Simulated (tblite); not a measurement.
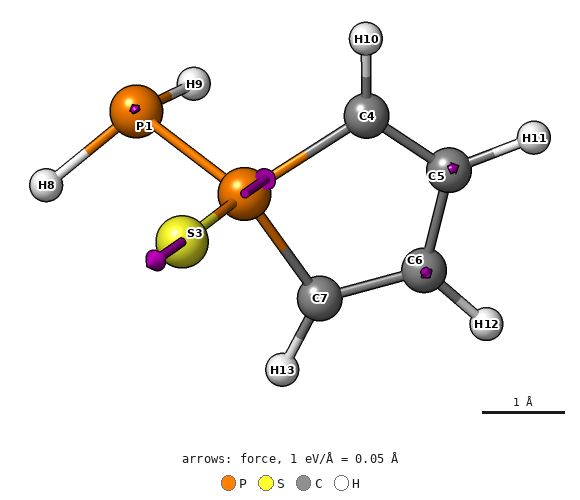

Starting geometry of C₄H₆P₂S with the computed forces as purple arrows. A ball-and-stick model, seen at a tilt.

The calculation used GFN2-xTB geometry optimisation, gas phase in tblite 0.8.0. 

**Is this structure relaxed? If not, where do the atoms go?**

It isn't relaxed: the largest force vector, on the S atom, is 18.67 eV/Å. The final displacements follow the starting forces only in part (cosine between the two patterns 0.33). The largest move after the best rigid fit is that of an H atom, 0.51 Å. Largest moves by element: H 0.51 Å, S 0.33 Å, P 0.22 Å, C 0.11 Å. Near-neighbour distances that change, for instance: P–S 1.687 → 1.948 Å, H–P 1.468 → 1.395 Å, P–P 2.158 → 2.203 Å, C–C 1.409 → 1.451 Å. Bond angles that change, for instance: P–P–H 110.8° → 92.9°, P–P–H 107.8° → 90.0°, H–P–H 109.4° → 92.9°. Over 51 geometry steps the energy falls by 256.5 kJ/mol. Cost: 0.38 s on 1 thread of Arm Neoverse V1, on a shared host.
